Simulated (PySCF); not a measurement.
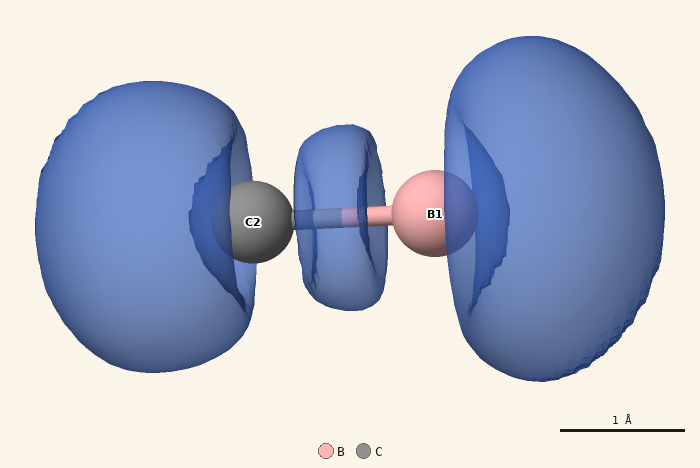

BC (quartet). Isosurface of the ELF at 0.8 (blue), seen from one side. Only the valence region is drawn (cores and ρ < 0.01 e/Å³ removed).

These are results of PBE0/def2-TZVPP, non-relativistic Hamiltonian with scalar-relativistic core potentials where named, at a bond length of 1.481 Å in PySCF 2.14.0, not measurements.

```yaml
atoms:
  - { symbol: B, position_ang: [0.0000, 0.0000, -0.7724] }
  - { symbol: C, position_ang: [0.0000, 0.0000, 0.7086] }
```

Identify the bonds, lone pairs and shells in this picture.

The ELF exceeds this value in one region between bonded B–C atoms (shared pairs), one lobe on B, pointing away from the bonds (non-bonding electrons) and one lobe on C, pointing away from the bonds (non-bonding electrons). Along the contacts the grid gives the following. C–B (1.48 Å): the ELF peaks at about 0.95 between the atoms; localised, covalent bonding.
